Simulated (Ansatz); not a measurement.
# BNH4 (SMILES BN): levels of theory compared

We compute a comparison of 6 runs (UHF/STO-3G, B3LYP/STO-3G, BLYP/STO-3G, CCSDTQ/STO-3G, CCSD/STO-3G, CCSD(T)/STO-3G) of BNH4. 

The calculation is run with Ansatz 0.2.0.

47 further runs of the same task are left out: 47 set aside as unsound or not needed.

## Step 1: The structure to begin with

BNH4: 6 atoms, total charge 0, spin state singlet. As SMILES, `BN`. The H3–B1 distance was set to 2.394 Å, away from the relaxed value. At this shape a bond of the SMILES string is far longer than usual.

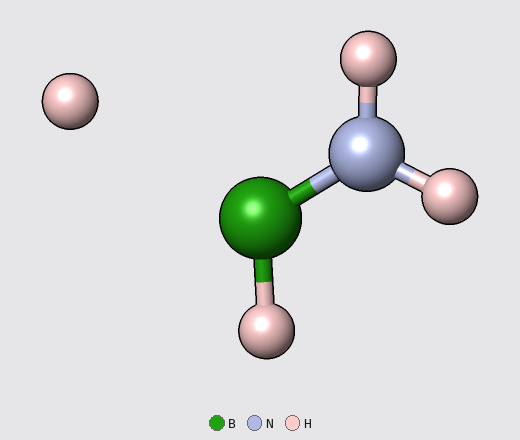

Viewed from a chosen angle; boron green, nitrogen light blue, hydrogen pink.

## Step 2: A single-point energy at UHF/STO-3G (run 1)

molecule.yaml

```yaml
crystal:
  periodic: [false, false, false]
  atoms:
    - {symbol: B, position_ang: [-0.482192, 0.008784, -0.938679]}
    - {symbol: "N", position_ang: [-0.207892, 1.365784, -0.902279]}
    - {symbol: H, position_ang: [0.225800, -1.368000, 0.887500]}
    - {symbol: H, position_ang: [-1.065992, -0.440316, -1.882279]}
    - {symbol: H, position_ang: [-0.475592, 2.002084, -1.633879]}
    - {symbol: H, position_ang: [0.278008, 1.809784, -0.141779]}
basis:
  gaussian: {orbitals: STO-3G}
magnetization: {spin_polarized: true, initial_magnetization: 0}
hamiltonian: {xc: hf}
accuracy: high
```

The run is started by

```sh
$ ansatz run molecule.yaml --threads 1 --pin off --max-ram 2610MiB --events-out events.jsonl --progress --plain --runs-dir runs
```

Output:

```text
Warning: RAYON_NUM_THREADS=1 ignored (pool sized by the plan → 1); use --threads N
Functional definition: HF
  name "HF"
  exchange = exact_x
  correlation = 0
230 factors; integrals over basis functions are off by at most 1.5e-8 eV
mean field evaluation 1: about -2179.3269 eV, gradient 1.3e1 eV
mean field evaluation 2: about -2179.3555 eV, gradient 1.2e1 eV
mean field evaluation 4: about -2182.0101 eV, gradient 1.3e0 eV
mean field evaluation 8: about -2182.0291 eV, gradient 2.3e-2 eV
mean field evaluation 16: about -2184.5106 eV, gradient 9.8e-2 eV
mean field evaluation 32: about -2184.4846 eV, gradient 6.8e-5 eV
mean field -2184.48461132 eV, -80.2783287692 hartree, gradient 2.2e-8 eV, S^2 0.885226; 3 other end points of the search recorded, 0 dependent functions left out
reference -2184.48461132 eV, -80.2783287692 hartree; 8, 8 occupied and 6, 6 virtual orbitals, 230 factors
Total energy: -2184.48461132 eV, -80.2783287692 hartree
```

It took 0.1 s on 1 thread of Arm Neoverse V1, shared host.

## Step 3: The energy at B3LYP/STO-3G (run 2)

in.yaml

```yaml
crystal:
  periodic: [false, false, false]
  atoms:
    - {symbol: B, position_ang: [-0.482192, 0.008784, -0.938679]}
    - {symbol: "N", position_ang: [-0.207892, 1.365784, -0.902279]}
    - {symbol: H, position_ang: [0.225800, -1.368000, 0.887500]}
    - {symbol: H, position_ang: [-1.065992, -0.440316, -1.882279]}
    - {symbol: H, position_ang: [-0.475592, 2.002084, -1.633879]}
    - {symbol: H, position_ang: [0.278008, 1.809784, -0.141779]}
basis:
  gaussian: {orbitals: STO-3G}
hamiltonian: {xc: {name: B3LYP}}
accuracy: high
```

The run is started by

```sh
$ ansatz run in.yaml --threads 1 --pin off --max-ram 2610MiB --events-out events.jsonl --progress --plain --runs-dir runs
```

Output:

```text
Warning: RAYON_NUM_THREADS=1 ignored (pool sized by the plan → 1); use --threads N
Functional definition: B3LYP
  name "B3LYP"
  parameter a0 = 0.2
  parameter ax = 0.72
  parameter ac = 0.81
  exchange = (1 - a0 - ax)*slater_x + ax*b88_x + a0*exact_x
  correlation = (1 - ac)*vwn_rpa_c + ac*lyp_c
230 factors; integrals over basis functions are off by at most 1.5e-8 eV
mean field evaluation 1: about -2195.7725 eV, gradient 1.9e1 eV
mean field evaluation 2: about -2186.9691 eV, gradient 3.7e1 eV
mean field evaluation 4: about -2198.0905 eV, gradient 4.4e0 eV
mean field evaluation 8: about -2198.1978 eV, gradient 1.3e-3 eV
mean field evaluation 16: about -2198.1349 eV, gradient 5.9e-7 eV
mean field -2198.13489646 eV, -80.7799674955 hartree, gradient 7.2e-8 eV, S^2 0.000000; 0 other end points of the search recorded, 0 dependent functions left out
reference -2198.13492502 eV, -80.7799685451 hartree; 8, 8 occupied and 6, 6 virtual orbitals, 230 factors
Total energy: -2198.13492502 eV, -80.7799685451 hartree
```

It took 0.86 s on 1 thread of Arm Neoverse V1, shared host.

## Step 4: A single-point energy at BLYP/STO-3G (run 3)

run.yaml

```yaml
crystal:
  periodic: [false, false, false]
  atoms:
    - {symbol: B, position_ang: [-0.482192, 0.008784, -0.938679]}
    - {symbol: N, position_ang: [-0.207892, 1.365784, -0.902279]}
    - {symbol: H, position_ang: [0.225800, -1.368000, 0.887500]}
    - {symbol: H, position_ang: [-1.065992, -0.440316, -1.882279]}
    - {symbol: H, position_ang: [-0.475592, 2.002084, -1.633879]}
    - {symbol: H, position_ang: [0.278008, 1.809784, -0.141779]}
basis:
  gaussian:
    orbitals: STO-3G
hamiltonian:
  xc: {name: BLYP}
accuracy: high
```

The run is started by

```sh
$ ansatz run run.yaml --threads 1 --pin off --max-ram 2610MiB --events-out events.jsonl --progress --plain --runs-dir runs
```

Output:

```text
Warning: RAYON_NUM_THREADS=1 ignored (pool sized by the plan → 1); use --threads N
Functional definition: BLYP
  name "BLYP"
  parameter beta = 0.0042
  parameter a = 0.04918
  parameter b = 0.132
  parameter c = 0.2533
  parameter d = 0.349
  exchange = b88_x(beta = beta)
  correlation = lyp_c(a = a, b = b, c = c, d = d)
230 factors; integrals over basis functions are off by at most 1.5e-8 eV
mean field evaluation 1: about -2194.6110 eV, gradient 2.0e1 eV
mean field evaluation 2: about -2181.4569 eV, gradient 4.2e1 eV
mean field evaluation 4: about -2195.9952 eV, gradient 1.4e1 eV
mean field evaluation 8: about -2196.8492 eV, gradient 6.5e0 eV
mean field evaluation 16: about -2197.0319 eV, gradient 6.9e-9 eV
mean field -2197.03188910 eV, -80.7394327228 hartree, gradient 6.8e-9 eV, S^2 0.000000; 0 other end points of the search recorded, 0 dependent functions left out
reference -2197.03192806 eV, -80.7394341544 hartree; 8, 8 occupied and 6, 6 virtual orbitals, 230 factors
Total energy: -2197.03192806 eV, -80.7394341544 hartree
```

Run time: 0.95 s. Hardware: 1 thread of Arm Neoverse V1, shared host.

Runs 4 to 5 aren't shown in full; the table further down has their settings and results.

## Step 5: A single-point energy at CCSD(T)/STO-3G (run 6)

input.yaml

```yaml
crystal:
  periodic: [false, false, false]
  atoms:
    - symbol: B
      position_ang: [-0.482192, 0.008784, -0.938679]
    - symbol: "N"
      position_ang: [-0.207892, 1.365784, -0.902279]
    - symbol: H
      position_ang: [0.225800, -1.368000, 0.887500]
    - symbol: H
      position_ang: [-1.065992, -0.440316, -1.882279]
    - symbol: H
      position_ang: [-0.475592, 2.002084, -1.633879]
    - symbol: H
      position_ang: [0.278008, 1.809784, -0.141779]
basis:
  gaussian:
    orbitals: STO-3G
scf:
  omitted_lower_state_checks: [cluster_reference, increment]
correlation:
  method: ccsd_t
  frozen_orbitals: {B: 1, H: 0, "N": 1}
accuracy: high
```

The run is started by

```sh
$ ansatz run input.yaml --threads 1 --pin off --max-ram 2610MiB --events-out events.jsonl --progress --plain --runs-dir runs
```

Output (excerpt; [...] marks lines left out):

```text
Warning: RAYON_NUM_THREADS=1 ignored (pool sized by the plan → 1); use --threads N
Functional definition: HF
  name "HF"
[...]
230 factors; integrals over basis functions are off by at most 1.5e-8 eV
[...]
mean field -2182.02912402 eV, -80.1880912754 hartree, gradient 1.1e-8 eV, S^2 0.000000; 0 other end points of the search recorded, 0 dependent functions left out; unrestricted orbitals would lower it
2 core orbitals not correlated: weight in the atoms' cores, before any rotation towards them, 1.000 or more for the frozen orbitals, at most 0.000 for the correlated occupied ones
reference -2182.02912402 eV, -80.1880912754 hartree; 6, 6 occupied and 6, 6 virtual orbitals, 230 factors
second order -3.86909622 eV of doubles, -0.00000000 eV of singles
cycle   1  -4.19143689 eV  change    -1.2e0 eV  update   1.3e-1
[...]
cycle  25  -5.74333545 eV  change  -1.1e-10 eV  update  1.2e-10
perturbative correction -0.12780008 eV, -0.0046965661 hartree
WARN: these amplitudes may be one of several solutions (largest doubles amplitude 0.49, level shift 5.76 eV)
Total energy: -2187.90025955 eV, -80.4038515265 hartree
Checks for a lower state left out: cluster_reference, increment
```

It took 0.12 s on 1 thread of Arm Neoverse V1, shared host.

## Step 6: Overview of the runs

| run | level | frozen core orbitals | energy (Eh) | wall time |
| --- | --- | --- | --- | --- |
| 1 | UHF/STO-3G | – | -80.278329 | 0.1 s |
| 2 | B3LYP/STO-3G | – | -80.779969 | 0.86 s |
| 3 | BLYP/STO-3G | – | -80.739434 | 0.95 s |
| 4 | CCSDTQ/STO-3G | 2 | -80.404278 | 2.8 s |
| 5 | CCSD/STO-3G | 2 | -80.399155 | 0.12 s |
| 6 | CCSD(T)/STO-3G | 2 | -80.403852 | 0.12 s |

## Step 7: What came out

```
                                          quantity         value
                               run 6: total energy  -80.40385 Eh
run 6: correlation energy (2 core orbitals frozen)    -215.8 mEh
                             run 6: (T) correction     -4.70 mEh
                              run 6: T1 diagnostic         0.031
```

**Reading.** Below the UHF energy at the same shape and in the same basis (STO-3G): CCSDTQ -125.9 mEh; CCSD -120.8 mEh; CCSD(T) -125.5 mEh. Some of these start from another determinant than that one, so these aren't their correlation energies. Totals of different functionals can't be ranked against each other. In runs 5, 6 the T1 diagnostic is large, so a single reference may not serve. In runs 4, 5, 6 the log says that unrestricted orbitals would lower the reference, so the values rest on an unstable closed-shell determinant (other closed-shell runs at this shape may share the fault). In runs 1, 2, 3, 4, 5, 6 the basis is minimal, so the values are rough. Spin contamination of the reference: run 1 ⟨S²⟩ = 0.89. Where it is this large, the reference is a mixture of spin states, and values that rest on it are in doubt. All runs together took 4.9 s, the longest 2.8 s.
